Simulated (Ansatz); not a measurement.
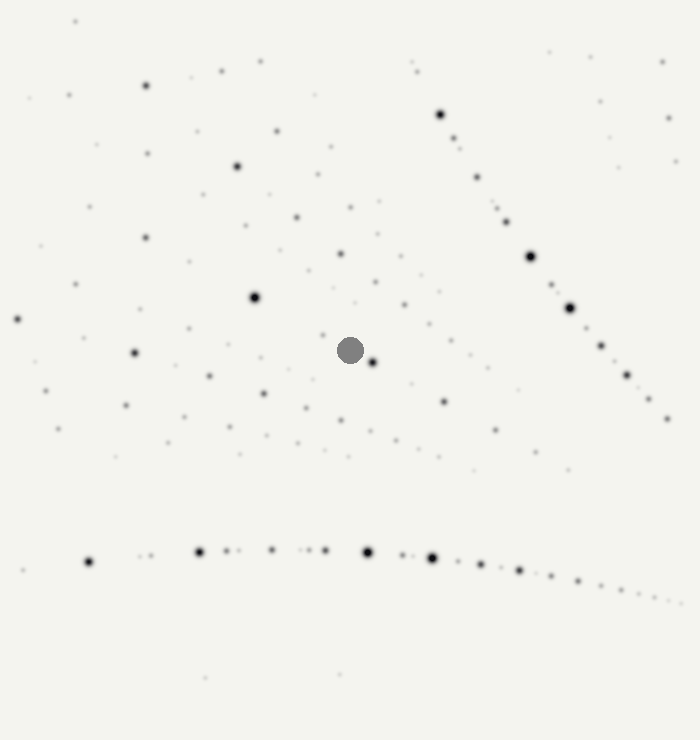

Simulated back-reflection Laue pattern (white X-rays, 0.45 to 2.2 Å, flat plate covering ±45° about the beam, kinematic intensities, seen from the source).

Question: What symmetry does the pattern show?

Answer: m: one mirror line.

The crystal is Zn, space group P6_3/mmc (No. 194), a = 2.744 Å, c = 4.555 Å (hexagonal axes). Structure: the input geometry of an electronic-structure calculation (not necessarily at equilibrium).

The direction [101] points towards the source.
